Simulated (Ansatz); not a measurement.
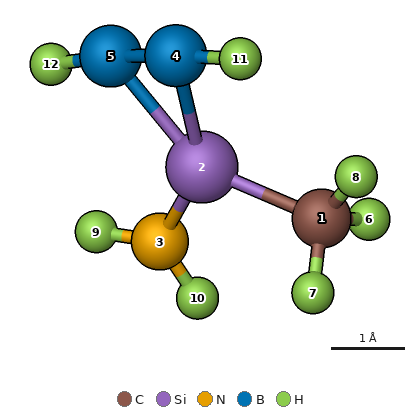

Fig. 1: The structure as given in the input (ball-and-stick view, seen at a tilt; atoms are numbered from 1 in the order of the input). Bond lengths as drawn: B–B 1.47 Å, B–H 1.18 Å, B–Si 2.00 to 2.09 Å, C–H 1.09 Å, C–Si 1.87 Å, H–N 1.01 Å and N–Si 1.70 Å.

## Single-point calculation, with input and output: CH₇B₂NSi

System: CH₇B₂NSi.
Method: RKS BLYP-D4/def2-TZVPP (Ansatz 0.2.0).

The geometry comes from this level: PBE0-D4/def2-TZVP.

## Output
```
Functional definition: BLYP
  name "BLYP"
  cite "Becke, Phys. Rev. A 38, 3098 (1988) doi:10.1103/PhysRevA.38.3098"
  cite "Lee, Yang & Parr, Phys. Rev. B 37, 785 (1988) doi:10.1103/PhysRevB.37.785"
  parameter beta = 0.0042
  parameter a = 0.04918
  parameter b = 0.132
  parameter c = 0.2533
  parameter d = 0.349
  exchange = b88_x(beta = beta)
  correlation = lyp_c(a = a, b = b, c = c, d = d)
1374 factors; their error is unknown
mean field evaluation 1: about -11846.2138 eV, gradient 1.0e2 eV
mean field evaluation 2: about -11807.1561 eV, gradient 1.5e2 eV
mean field evaluation 4: about -11868.4743 eV, gradient 2.3e1 eV
mean field evaluation 8: about -11869.8539 eV, gradient 2.3e-1 eV
mean field evaluation 16: about -11869.8205 eV, gradient 8.4e-4 eV
mean field -11869.82045200 eV, -436.2078559577 hartree, gradient 5.0e-5 eV, S^2 0.000000; 0 other end points of the search recorded, 0 dependent functions left out
reference -11869.82083532 eV, -436.2078700446 hartree; 22, 22 occupied and 242, 242 virtual orbitals, 1374 factors
Total energy: -11870.37765796 eV, -436.2283328990 hartree
```

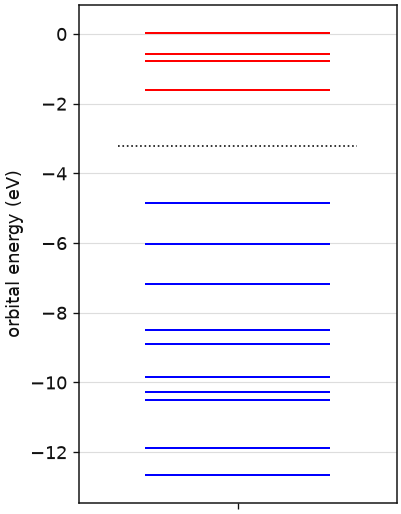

Fig. 2: Orbital energies near the frontier; the dotted line parts filled from empty levels, and levels within 0.02 eV of each other stand side by side. Highest filled −4.84 eV, lowest empty −1.61 eV, 3.23 eV apart.

The run was set up as follows.

## Input
```yaml
crystal:
  periodic: [false, false, false]
  atoms:
    - {symbol: C, position_ang: [-1.308324, -0.471180, 0.871927]}
    - {symbol: Si, position_ang: [0.184610, 0.066032, -0.113761]}
    - {symbol: N, position_ang: [1.351803, 0.460305, 1.052296]}
    - {symbol: B, position_ang: [-0.287673, -0.316891, -2.113030]}
    - {symbol: B, position_ang: [0.900539, 0.525536, -1.925366]}
    - {symbol: H, position_ang: [-1.636834, 0.350256, 1.515283]}
    - {symbol: H, position_ang: [-1.047524, -1.318750, 1.511678]}
    - {symbol: H, position_ang: [-2.136245, -0.759072, 0.227032]}
    - {symbol: H, position_ang: [2.270190, 0.797538, 0.822084]}
    - {symbol: H, position_ang: [1.175522, 0.416378, 2.041838]}
    - {symbol: H, position_ang: [-1.336623, -0.860171, -2.090620]}
    - {symbol: H, position_ang: [1.947458, 1.055017, -1.765262]}
basis:
  gaussian: {orbitals: def2-TZVPP}
hamiltonian: {xc: {name: BLYP}, dispersion: d4}
output: {orbitals: {seedname: orbitals}}
```

## Key numbers

```json
{"quantity": "outcome", "value": "converged"}
{"quantity": "total energy", "value": "−11870.3777 eV"}
{"quantity": "mean-field energy", "value": "−11869.8208 eV"}
{"quantity": "dispersion energy", "value": "−0.5568 eV"}
{"quantity": "SCF solution under orbital rotations", "value": "stable"}
{"quantity": "HOMO", "value": "−4.84 eV"}
{"quantity": "LUMO", "value": "−1.61 eV"}
{"quantity": "hardware", "value": "4 threads of Oxide Virtual Turin-like, 27 GiB of memory available, shared host"}
{"quantity": "wall time", "value": "2 s (CPU time 6.6 s)"}
{"quantity": "peak memory", "value": "0.35 GiB"}
```
